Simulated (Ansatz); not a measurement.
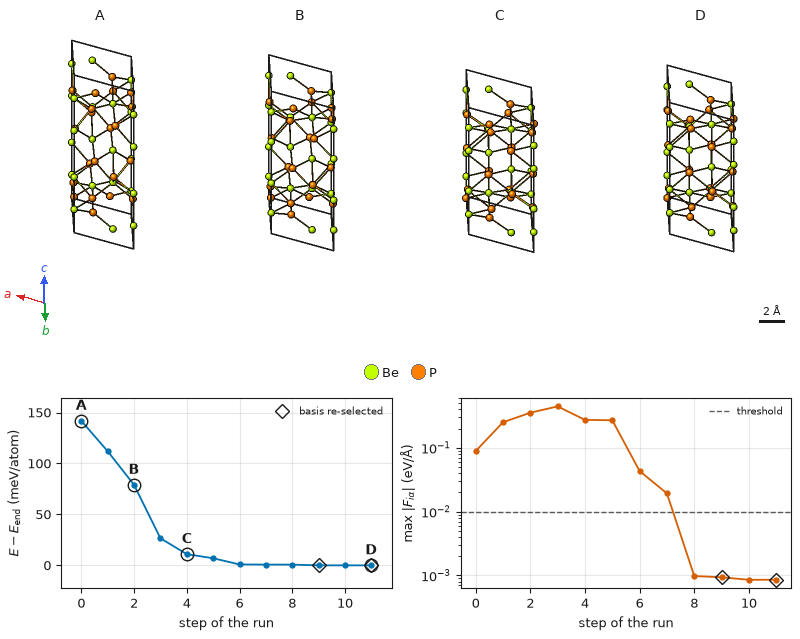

Frames of a relaxation of solid Be$_{2}$P$_{3}$ (built on the corundum_167 type), marked on the history of the run. A ball-and-stick model of the conventional cell (3 times the calculation's cell), seen from a free direction. Lengths and directions refer to the drawn axes.

Case: corundum type (R-3c, No. 167).

The calculation used Ansatz, DFT PBE, scalar-relativistic, plane waves, PAW. (plane-wave cutoff 420 eV; k-point mesh 12 × 12 × 12; occupations gaussian; smearing width 0.1 eV; no spin polarisation; cell and atoms relaxed; force threshold 0.01 eV/Å; at most 80 steps)

Describe the path.

The energy falls by 142 meV per atom in 9 accepted moves (11 points after the start). Largest force component: 0.089 eV/Å at the start, 0.00086 eV/Å at the end. Pressure: 1.42 GPa at the start and 0.00 GPa at the end. At 2 points the geometry stayed and the basis and grid were re-selected for the new cell (energy shift of 0.7 meV per atom at most each time). The largest moves relative to the cell, 0.23 Å, are those of P atoms. By element the largest moves are P 0.23 Å, Be 0.17 Å. The volume changes by −3.2 %, with a = b 5.569 → 5.999 Å (+7.7 %), c 15.205 → 12.685 Å (−16.6 %). Among the contacts that change: Be–Be 3.107 → 2.252 Å, P–P 2.954 → 3.577 Å, P–P 3.189 → 2.888 Å, Be–P 2.307 → 2.352 Å. Among the angles between lasting bonds that change: Be–P–Be 84.7° → 57.2°, P–Be–P 79.6° → 99.0°, P–Be–P 164.2° → 177.6°. The space group stays R-3c (No. 167). From step 0 to 2: P atoms move most (0.04 Å), volume −0.6 %, energy −62.9 meV per atom. From step 2 to 4: P atoms move most (0.23 Å), volume −3.3 %, energy −68.0 meV per atom. From step 4 to 11: Be and P atoms move most (0.04 Å), volume +0.7 %, energy −11.0 meV per atom.

| step | E − E(0), meV/atom | largest force component, eV/Å | pressure, GPa | volume, Å³/atom | note |
| --- | --- | --- | --- | --- | --- |
| 0 | 0.00 | 0.0892 | 1.42 | 13.614 |  |
| 1 | -29.84 | 0.2524 | 0.49 | 13.655 |  |
| 2 | -62.85 | 0.3565 | 0.39 | 13.533 |  |
| 3 | -115.27 | 0.4470 | -0.05 | 13.383 |  |
| 4 | -130.85 | 0.2751 | 0.12 | 13.090 |  |
| 5 | -134.89 | 0.2712 | -1.64 | 13.451 |  |
| 6 | -140.96 | 0.0434 | 0.40 | 13.114 |  |
| 7 | -141.12 | 0.0193 | -0.20 | 13.192 |  |
| 8 | -141.15 | 0.0010 | 0.01 | 13.165 |  |
| 9 | -141.84 | 0.0009 | 0.10 | 13.165 | same geometry, new basis |
| 10 | -141.85 | 0.0009 | 0.00 | 13.178 |  |
| 11 | -141.85 | 0.0009 | 0.00 | 13.178 | same geometry, new basis |
